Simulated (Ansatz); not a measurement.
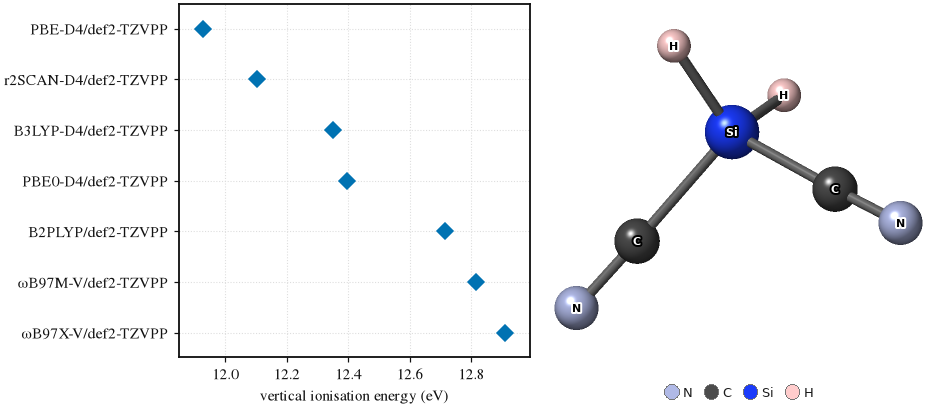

Vertical ionisation energy of C₂H₂N₂Si, SMILES N#C[SiH2]C#N, taken as the energy of the cation less that of the neutral at fixed geometry (unrestricted doublet cation, cores frozen in correlated methods, no spin-orbit coupling), the Ansatz code, at a PBE0-D4/def2-TZVP geometry (a minimum by its frequencies).

Question: What range do the values span?

Answer: From 11.93 eV (PBE-D4/def2-TZVPP) to 12.91 eV (ωB97X-V/def2-TZVPP).

Question: Give the values.

Answer:
```csv
level,eV
PBE-D4/def2-TZVPP,11.93
r2SCAN-D4/def2-TZVPP,12.10
B3LYP-D4/def2-TZVPP,12.35
PBE0-D4/def2-TZVPP,12.40
B2PLYP/def2-TZVPP,12.71
ωB97M-V/def2-TZVPP,12.81
ωB97X-V/def2-TZVPP,12.91
```
